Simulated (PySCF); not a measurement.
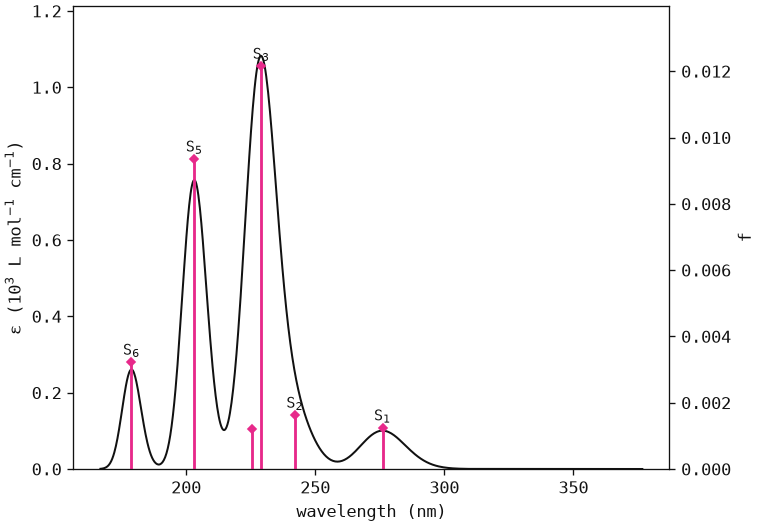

Vertical TDDFT excitations, PBE0/def2-SVPD with PySCF, at a GFN2-xTB geometry (no frequency check), gas phase. Only the first 6 singlet excitations are included; each is broadened by a Gaussian of 1/e half-width 0.20 eV. Sticks give oscillator strengths (right axis).

### Whose absorption spectrum is this?
A. C₄H₁₂N₂ (1,3-butanediamine), SMILES C[C@H](N)CCN
B. C₆H₉F, SMILES C/C=C\C=C\CF
C. C₅H₁₃Si⁺, SMILES CCC[Si+](C)C

Option C. Its lowest singlet lies at 4.49 eV (f = 0.001) and the brightest of those computed is S3 at 5.41 eV (229 nm), f = 0.012, mainly HOMO−2 → LUMO (91 %).

Caveats: the tight-binding geometry is rougher than a DFT one and adds to the error; one conformer of a flexible molecule; core orbitals are frozen in the response.
